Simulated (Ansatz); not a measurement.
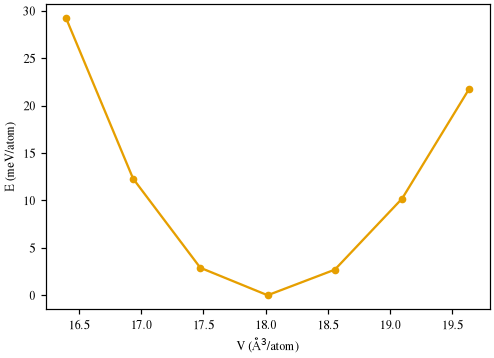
Figure: VCu3S4 in space group P-43m (No. 215; V on 1a, Cu on 3d, S on 4e) under volume change, LDA in the plane-wave PAW code Ansatz, shape and atoms relaxed at each volume.

### Question
What does a third-order Birch–Murnaghan fit give for V₀, B₀ and B′?

### Answer
V₀ = 18.02 Å³/atom, B₀ = 55.0 GPa, B′ = 4.0.

The first step of the workflow began from a Materials Project structure, measured or hypothetical; the Crystallography Open Database files this formula in space group No. 215, but the cells were not matched. Its standing as an ambient phase is unchecked. The LDA relaxation kept the symmetry of its start; phonons on a q-mesh show no instability. No spin polarisation was allowed.

Potentials: the later of the program's two PAW sets.
